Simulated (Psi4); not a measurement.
# CH4Si (SMILES C=[SiH2]): levels of theory compared

Wanted: a comparison of 4 runs (HF/STO-3G, HF/pcseg-1, B3LYP/6-31G*, CCSD(T)/cc-pVDZ) of CH4Si. 

The calculation is run with Psi4 1.11.

6 further runs of the same task are left out: 6 set aside as unsound or not needed.

**1. The molecule**

The species is CH4Si (6 atoms), meant as a singlet with charge 0. As SMILES, `C=[SiH2]`. The coordinates come from a GFN2-xTB relaxation.

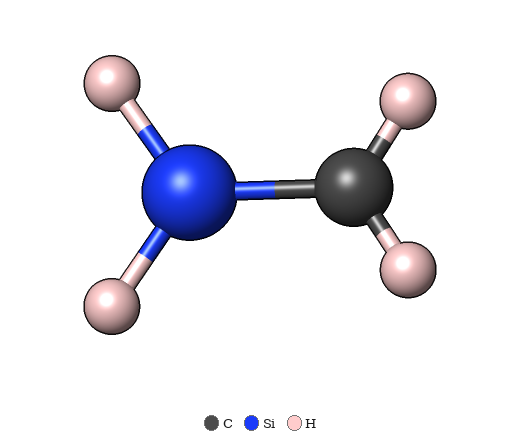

Viewed from a chosen angle; carbon dark grey, silicon blue, hydrogen pink.

**2. A single-point energy at HF/STO-3G (run 1)**

Contents of run.py:

```python
import numpy as np
from ase.calculators.psi4 import Psi4
from ase import Atoms

a = Atoms(['C', 'Si', 'H', 'H', 'H', 'H'], positions=[
    [-0.738690, -0.547160, -0.265100],
    [0.611270, 0.451760, 0.218260],
    [-1.408510, -0.996610, 0.448130],
    [-0.962920, -0.758160, -1.296740],
    [0.952980, 0.765970, 1.600750],
    [1.545870, 1.084200, -0.705300],
])
calc = Psi4(atoms=a, method='scf', basis='STO-3G', memory='1600MB', num_threads=1, charge=0, multiplicity=1, label='calc', reference='rhf')
calc.psi4.set_options({'puream': True, 'e_convergence': 1e-09, 'd_convergence': 1e-08, 'scf_type': 'pk'})
a.calc = calc

print(f'energy: {a.get_potential_energy():.6f} eV')
```

Launch:

```console
python run.py
```

calc.dat:

```text
[...]
  Running in c1 symmetry.
[...]
  Nuclear repulsion =   50.789467282495202
[...]
  Multiplicity = 1
[...]
  Nalpha       = 12
  Nbeta        = 12
[...]
    Number of basis functions: 18
[...]
   @RHF iter   1:  -325.18795870666185   -1.89956e+00   9.50272e-03 DIIS/ADIIS
[...]
   @RHF iter   9:  -325.21406216620335   -1.02318e-12   2.64309e-09 DIIS
[...]
    Orbital Energies [Eh]
    ---------------------
    Doubly Occupied:
       1A    -67.933192     2A    -10.916794     3A     -5.927241
       4A     -3.952776     5A     -3.951974     6A     -3.951554
       7A     -0.824656     8A     -0.626187     9A     -0.503372
      10A     -0.417695    11A     -0.412239    12A     -0.202143
[...]
  @RHF Final Energy:  -325.21406216620335
   => Energetics <=
    Nuclear Repulsion Energy =             50.7894672824952025
    One-Electron Energy =                -552.7674112561312540
    Two-Electron Energy =                 176.7638818074327389
    Total Energy =                       -325.2140621662033482
[...]
 Multipole Moments:
 ------------------------------------------------------------------------------------
     Multipole            Electronic (a.u.)      Nuclear  (a.u.)        Total (a.u.)
 ------------------------------------------------------------------------------------
 L = 1.  Multiply by 2.5417464519 to convert [e a0] to [Debye]
 Dipole X            :          0.9287647           -0.5841856            0.3445791
 Dipole Y            :          0.6840304           -0.4294313            0.2545992
 Dipole Z            :          0.3287963           -0.2060642            0.1227321
 Magnitude           :                                                    0.4456665
[...]
```

The script printed:

```text
energy: -8849.525386 eV
```

It took 2.3 s on 1 thread of Intel Xeon Platinum 8375C at 2.90GHz (Ice Lake), shared host; peak memory 0.19 GiB.

**3. Energy and gradient at HF/pcseg-1 (run 2)**

Contents of run.py:

```python
import psi4

psi4.set_memory(1600000000)
psi4.set_num_threads(1)
psi4.set_output_file('ch4si.out', False)

mol = psi4.geometry("""
0 1
C     -1.39592179    -1.03398255    -0.50096640
Si     1.15513289     0.85370267     0.41245162
H     -2.66169814    -1.88331995     0.84684297
H     -1.81965508    -1.43271476    -2.45048345
H      1.80087120     1.44747352     3.02497909
H      2.92127092     2.04884106    -1.33282384
units au
symmetry c1
""")

psi4.set_options({
    'basis': 'pcseg-1',
    'puream': True,
    'e_convergence': 1e-09,
    'd_convergence': 1e-08,
    'scf_type': 'pk',
})

e, wfn = psi4.gradient('hf', return_wfn=True)
psi4.oeprop(wfn, 'MAYER_INDICES', 'QUADRUPOLE', 'LOWDIN_CHARGES', title='HF')
print('gradient / Eh bohr^-1')
print(e.np.round(6))
print(f'energy = {wfn.energy():.10f} Eh')
```

Launch:

```console
python run.py
```

ch4si.out:

```text
[...]
  Running in c1 symmetry.
[...]
  Nuclear repulsion =   50.789467330722800
[...]
  Multiplicity = 1
[...]
  Nalpha       = 12
  Nbeta        = 12
[...]
    Number of basis functions: 52
[...]
   @RHF iter   1:  -328.91240275249010   -5.97728e-01   7.83267e-03 ADIIS/DIIS
[...]
   @RHF iter  10:  -329.02321311617300   -1.34150e-11   8.22022e-09 DIIS
[...]
    Orbital Energies [Eh]
    ---------------------
    Doubly Occupied:
       1A    -68.757814     2A    -11.216345     3A     -6.129661
       4A     -4.245309     5A     -4.244011     6A     -4.243579
       7A     -0.909823     8A     -0.689468     9A     -0.577771
      10A     -0.504569    11A     -0.497476    12A     -0.309114
[...]
  @RHF Final Energy:  -329.02321311617300
   => Energetics <=
    Nuclear Repulsion Energy =             50.7894673307228004
    One-Electron Energy =                -554.9754840132663958
    Two-Electron Energy =                 175.1628035663705703
    Total Energy =                       -329.0232131161729967
[...]
  -Total Gradient:
     Atom            X                  Y                   Z
    ------   -----------------  -----------------  -----------------
       1       -0.028265518318    -0.020984399055    -0.010227664234
       2        0.027452834271     0.020251021571     0.009759237772
       3        0.000235866218     0.000095927277    -0.002301959799
       4       -0.000912579996    -0.000524413596     0.002164092009
       5        0.002157435262     0.001337247979    -0.005199046135
       6       -0.000668037438    -0.000175384174     0.005805340388
[...]
```

On the terminal:

```text
gradient / Eh bohr^-1
[[-2.8266e-02 -2.0984e-02 -1.0228e-02]
 [ 2.7453e-02  2.0251e-02  9.7590e-03]
 [ 2.3600e-04  9.6000e-05 -2.3020e-03]
 [-9.1300e-04 -5.2400e-04  2.1640e-03]
 [ 2.1570e-03  1.3370e-03 -5.1990e-03]
 [-6.6800e-04 -1.7500e-04  5.8050e-03]]
energy = -329.0232131162 Eh
```

It took 2.8 s on 1 thread of Intel Xeon Platinum 8375C at 2.90GHz (Ice Lake), shared host; peak memory 0.2 GiB.

Run 3 isn't shown in full; the table further down has it.

**4. The energy at CCSD(T)/cc-pVDZ (run 4)**

Contents of run.py:

```python
import psi4

psi4.set_memory('1600 MB')
psi4.set_num_threads(1)
psi4.core.set_output_file('ch4si.out', False)

mol = psi4.geometry("""
0 1
C
Si 1 1.747533
H 1 1.076736 2 122.40791
H 1 1.076606 3 115.04696 2 -179.95096
H 2 1.458346 1 124.4977 4 179.93638
H 2 1.458225 5 110.9027 1 179.92731
symmetry c1
no_reorient
no_com
""")

psi4.set_options({
    'basis': 'cc-pVDZ',
    'reference': 'rhf',
    'puream': True,
    'e_convergence': 1e-09,
    'd_convergence': 1e-08,
    'scf_type': 'pk',
    'num_frozen_docc': 6,
})

energy_value = psi4.energy("ccsd(t)")
print('E =', round(energy_value, 9))
for k, v in sorted(psi4.core.scalar_variables().items()):
    print(f'{k:45s} {v:18.10f}')
```

Launch:

```console
python run.py
```

ch4si.out:

```text
[...]
  Running in c1 symmetry.
[...]
  Nuclear repulsion =   50.789461733517427
[...]
  Multiplicity = 1
[...]
  Nalpha       = 12
  Nbeta        = 12
[...]
    Number of basis functions: 52
[...]
   @RHF iter   1:  -328.95952923099429   -6.01420e-01   7.17253e-03 DIIS/ADIIS
[...]
   @RHF iter  10:  -329.05608655441739   -1.11413e-11   7.65982e-09 DIIS
[...]
  @RHF Final Energy:  -329.05608655441739
   => Energetics <=
    Nuclear Repulsion Energy =             50.7894617335174274
    One-Electron Energy =                -554.9952005142885127
    Two-Electron Energy =                 175.1496522263536804
    Total Energy =                       -329.0560865544173907
[...]
 Multipole Moments:
 ------------------------------------------------------------------------------------
     Multipole            Electronic (a.u.)      Nuclear  (a.u.)        Total (a.u.)
 ------------------------------------------------------------------------------------
 L = 1.  Multiply by 2.5417464519 to convert [e a0] to [Debye]
 Dipole X            :         -0.0021622            0.0021817            0.0000195
 Dipole Y            :         -0.0030453            0.0026088           -0.0004366
 Dipole Z            :          1.0889788           -0.7537472            0.3352317
 Magnitude           :                                                    0.3352320
[...]
      * MP2 total energy                      = -329.300662734276557
[...]
      * CCSD total energy                     = -329.334849579023910
[...]
      * CCSD(T) total energy                  = -329.345013383076775
```

Standard output:

```text
E = -329.345013383
(T) CORRECTION ENERGY                              -0.0101638041
CC D1 DIAGNOSTIC                                    0.0440993345
CC D2 DIAGNOSTIC                                    0.2206459919
CC NEW D1 DIAGNOSTIC                                0.0440993345
CC T1 DIAGNOSTIC                                    0.0149613829
CCSD CORRELATION ENERGY                            -0.2787630246
CCSD DOUBLES ENERGY                                -0.2787630246
CCSD ITERATIONS                                    15.0000000000
CCSD OPPOSITE-SPIN CORRELATION ENERGY              -0.2332539782
CCSD SAME-SPIN CORRELATION ENERGY                  -0.0455090464
CCSD SINGLES ENERGY                                 0.0000000000
CCSD TOTAL ENERGY                                -329.3348495790
CCSD(T) CORRELATION ENERGY                         -0.2889268287
CCSD(T) TOTAL ENERGY                             -329.3450133831
CURRENT CORRELATION ENERGY                         -0.2889268287
CURRENT ENERGY                                   -329.3450133831
CURRENT REFERENCE ENERGY                         -329.0560865544
DD SOLVATION ENERGY                                 0.0000000000
HF KINETIC ENERGY                                 328.9546830897
HF POTENTIAL ENERGY                              -658.0107696441
HF TOTAL ENERGY                                  -329.0560865544
HF VIRIAL RATIO                                     2.0003082597
MP2 CORRELATION ENERGY                             -0.2445761799
MP2 DOUBLES ENERGY                                 -0.2445761799
MP2 OPPOSITE-SPIN CORRELATION ENERGY               -0.1954908206
MP2 SAME-SPIN CORRELATION ENERGY                   -0.0490853592
MP2 SINGLES ENERGY                                 -0.0000000000
MP2 TOTAL ENERGY                                 -329.3006627343
NUCLEAR REPULSION ENERGY                           50.7894617335
ONE-ELECTRON ENERGY                              -554.9952005143
PCM POLARIZATION ENERGY                             0.0000000000
PE ENERGY                                           0.0000000000
SCF ITERATION ENERGY                             -329.0560865544
SCF ITERATIONS                                     10.0000000000
SCF TOTAL ENERGY                                 -329.0560865544
TWO-ELECTRON ENERGY                               175.1496522264
```

It took 5.7 s on 1 thread of Intel Xeon Platinum 8375C at 2.90GHz (Ice Lake), shared host; peak memory 0.29 GiB.

**5. All runs side by side**

```csv
run,level,task,integration grid,energy (Eh),dipole moment (D),HOMO energy (eV),LUMO energy (eV),wall time
1,HF/STO-3G,energy,–,-325.214062,1.13,-5.50,7.26,2.3 s
2,HF/pcseg-1,gradient,–,-329.023213,1.02,-8.41,1.92,2.8 s
3,B3LYP/6-31G* (spherical functions),gradient,99 radial × 590 angular,-329.937531,0.32,-6.12,-1.11,11 s
4,CCSD(T)/cc-pVDZ,energy,–,-329.345013,–,-8.34,2.26,5.7 s
```

**6. What came out**

```
                                          quantity          value
                               run 4: total energy  -329.34501 Eh
        run 4: HOMO energy (Hartree–Fock orbitals)       -8.34 eV
        run 4: LUMO energy (Hartree–Fock orbitals)        2.26 eV
      run 4: HOMO–LUMO gap (Hartree–Fock orbitals)       10.61 eV
run 4: correlation energy (6 core orbitals frozen)     -288.9 mEh
                             run 4: (T) correction     -10.16 mEh
                              run 4: T1 diagnostic          0.015
```

What this shows: Over runs 1, 2, 3 the dipole moment (its size) runs from 0.32 D (B3LYP/6-31G*) to 1.13 D (HF/STO-3G). The two ends differ in method and basis. Over runs 1, 2, 3 the HOMO–LUMO gap runs from 5.01 eV (B3LYP/6-31G*) to 12.77 eV (HF/STO-3G). In run 1 the basis is minimal, so the values are rough. All runs together took 22 s, the longest 11 s.
